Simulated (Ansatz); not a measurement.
# AlClF2 (SMILES [F][Al]([F])[Cl]): B2PLYP/STO-3G

Aim: the vertical singlet–triplet gap of AlClF2 at B2PLYP/STO-3G, from 2 runs. 

The results are computed with Ansatz 0.2.0.

53 further runs of the same task are left out: 4 that didn't finish, 49 set aside as unsound or not needed.

### 1 The system as given

The species is AlClF2 (4 atoms), meant as a singlet with charge 0. SMILES: `[F][Al]([F])[Cl]`. The shape is that of a PBE0-D4/def2-TZVP optimisation.

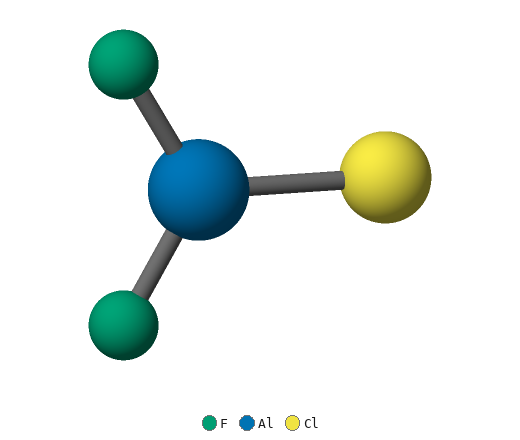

Viewed from a chosen angle; fluorine teal, aluminium blue, chlorine yellow.

### 2 The energy at B2PLYP/STO-3G

job.yaml

```yaml
basis:
  gaussian: {orbitals: STO-3G}
crystal:
  periodic: [false, false, false]
  atoms:
    - {symbol: F, position_ang: [0.997200, 0.721760, 1.149640]}
    - {symbol: Al, position_ang: [0.069280, -0.050750, 0.053570]}
    - {symbol: F, position_ang: [0.273490, -1.653820, -0.164660]}
    - {symbol: Cl, position_ang: [-1.339980, 0.982810, -1.038560]}
correlation: {frozen_orbitals: {Al: 5, Cl: 5, F: 1}}
accuracy: high
hamiltonian: {xc: {name: B2PLYP}}
```

Run with:

```bash
ansatz run job.yaml --threads 1 --pin off --max-ram 3480MiB --events-out events.jsonl --progress --plain --runs-dir runs
```

Output:

```text
Warning: RAYON_NUM_THREADS=1 ignored (pool sized by the plan → 1); use --threads N
Functional definition: B2PLYP
  name "B2PLYP"
  parameter a = 0.53
  parameter c = 0.27
  exchange = (1 - a)*b88_x + a*exact_x
  correlation = (1 - c)*lyp_c + c*(mp2_os + mp2_ss)
524 factors; integrals over basis functions are off by at most 2.8e-8 eV
mean field evaluation 1: about -24244.8936 eV, gradient 2.9e1 eV
mean field evaluation 2: about -24244.9021 eV, gradient 2.9e1 eV
mean field evaluation 4: about -24248.4383 eV, gradient 1.1e0 eV
mean field evaluation 8: about -24248.4423 eV, gradient 4.0e-3 eV
mean field evaluation 16: about -24248.4423 eV, gradient 3.9e-8 eV
mean field -24248.44232981 eV, -891.1138194360 hartree, gradient 3.4e-8 eV, S^2 0.000000; 0 other end points of the search recorded, 0 dependent functions left out
12 core orbitals not correlated: weight in the atoms' cores, before any rotation towards them, 1.000 or more for the frozen orbitals, at most 0.000 for the correlated occupied ones
reference -24248.44234509 eV, -891.1138199974 hartree; 12, 12 occupied and 4, 4 virtual orbitals, 524 factors
second order -2.62939252 eV of doubles, -0.00000000 eV of singles
Total energy: -24249.15228107 eV, -891.1399096635 hartree
```

Wall time 1.7 s (1 thread of Arm Neoverse V2, shared host); peak memory 0.11 GiB.

### 3 The triplet

in.yaml

```yaml
crystal:
  periodic: [false, false, false]
  atoms:
    - {symbol: F, position_ang: [0.997200, 0.721760, 1.149640]}
    - {symbol: Al, position_ang: [0.069280, -0.050750, 0.053570]}
    - {symbol: F, position_ang: [0.273490, -1.653820, -0.164660]}
    - {symbol: Cl, position_ang: [-1.339980, 0.982810, -1.038560]}
basis:
  gaussian: {orbitals: STO-3G}
magnetization: {spin_polarized: true, initial_magnetization: 2}
accuracy: high
correlation: {frozen_orbitals: {Al: 5, Cl: 5, F: 1}}
hamiltonian: {xc: {name: B2PLYP}}
```

Run with:

```bash
ansatz run in.yaml --threads 1 --pin off --max-ram 3480MiB --events-out events.jsonl --progress --plain --runs-dir runs
```

Output (excerpt; [...] marks lines left out):

```text
Warning: RAYON_NUM_THREADS=1 ignored (pool sized by the plan → 1); use --threads N
[... 2 set-up lines as earlier in the session ...]
[...]
524 factors; integrals over basis functions are off by at most 2.8e-8 eV
[...]
mean field -24239.98065472 eV, -890.8028586118 hartree, gradient 3.3e-8 eV, S^2 2.011455; 6 other end points of the search recorded, 0 dependent functions left out
12 core orbitals not correlated: weight in the atoms' cores, before any rotation towards them, 0.999 or more for the frozen orbitals, at most 0.000 for the correlated occupied ones
reference -24239.98066980 eV, -890.8028591660 hartree; 13, 11 occupied and 3, 5 virtual orbitals, 524 factors
second order -2.75820762 eV of doubles, -0.00000000 eV of singles
Total energy: -24240.72538585 eV, -890.8302269763 hartree
```

Wall time 9.3 s (1 thread of Arm Neoverse V2, shared host); peak memory 0.17 GiB.

### 4 Outcome

Level: B2PLYP/STO-3G, 12 core orbitals frozen.

| quantity | value |
| --- | --- |
| singlet: total energy | -891.13991 Eh |
| triplet: total energy | -890.83023 Eh |
| triplet: ⟨S²⟩ | 2.011 |
| vertical energy of the triplet above the singlet | 8.427 eV |

What this shows: At this shape the triplet lies 8.43 eV (813 kJ/mol) above the singlet. In a minimal basis such a difference can be off by several eV, whatever the method.
